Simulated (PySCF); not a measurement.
## Electronic structure of C5H9GeP in real space

```xyz
16

C     2.3950   -1.5172    0.0316
C     1.9177   -0.3396   -0.3628
C     0.7620    0.2518    0.2132
C    -0.1296    1.2136    0.2362
C    -0.6297    2.4720   -0.3261
P    -0.4725   -0.0169    1.5738
Ge   -1.9780   -1.3848    0.4295
H     1.9153   -2.0681    0.8252
H     3.2649   -1.9623   -0.4183
H     2.3904    0.2239   -1.1590
H    -1.6528    2.3414   -0.6815
H    -0.6416    3.2452    0.4427
H    -0.0001    2.7968   -1.1542
H    -2.8682   -2.2102    1.3178
H    -2.9405   -0.6534   -0.4764
H    -1.3398   -2.3833   -0.5032
```

Geometry: GFN2-xTB.

The calculation used CAM-B3LYP/def2-SVPD, SCF density, gas phase in PySCF 2.14.0.

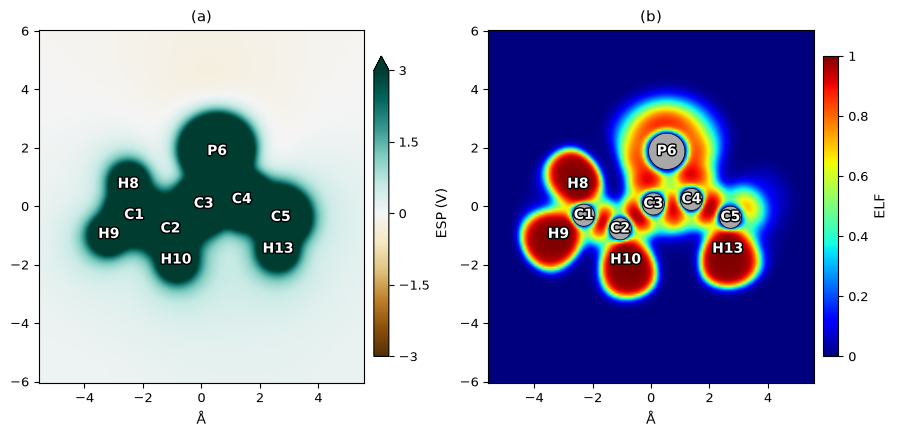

Figure 1. (a) electrostatic potential; (b) ELF on the plane of atoms C3, C4 and C5. Grey discs cover the atomic cores in the ELF map.

> Interpret the plot.

Atoms in the plane: C, P and H. C–C (1.31 Å): the ELF peaks at about 0.90 between the atoms; a multiple bond. C–P (1.85 Å): the ELF peaks at about 0.80 between the atoms (a covalent bond). C–H (1.08 Å): the ELF climbs to about 1 towards the hydrogen, as it does in any bond to H: an ordinary covalent bond to hydrogen. C–C (1.42 Å): the ELF peaks at about 0.95 between the atoms, as expected for localised, covalent bonding. C–C (1.47 Å): the ELF peaks at about 0.95 between the atoms (localised, covalent bonding). The ELF also peaks beside P6, away from the bonds: lone-pair regions. The potential has no marked negative region in this plane.

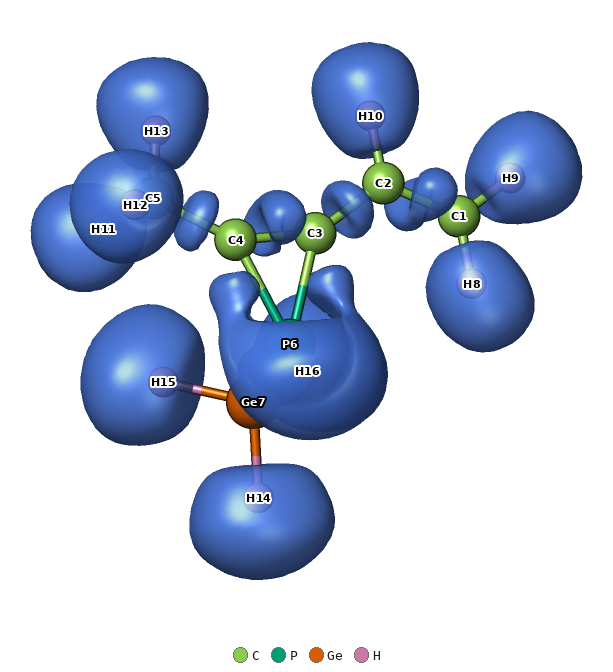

Figure 2. Isosurface of the ELF at 0.8 (blue), seen at a tilt. Core shells and regions of very low density are left out.

> Where are the electrons localised?

The ELF exceeds this value in four regions between bonded C–C atoms (shared pairs), one region between bonded Ge–P atoms (shared pairs), nine regions around hydrogen nuclei and one lobe on P, pointing away from the bonds (lone pairs).

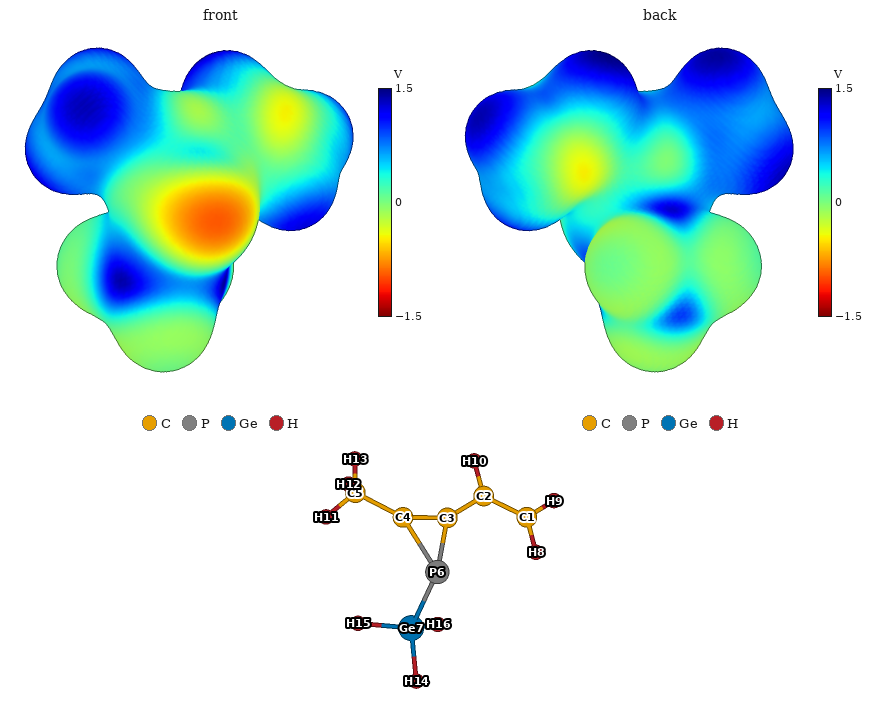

Figure 3. The molecular electrostatic potential painted on the density surface at 0.004 e/bohr³, seen from the front and from behind; the colour scale runs from red (negative) to blue (positive). The bare structure is drawn below in the same view.

> Describe the electrostatic potential map.

The most negative region (about −0.9 V) lies over P6, the most positive (about +1.4 V) over the Ge and H atoms.
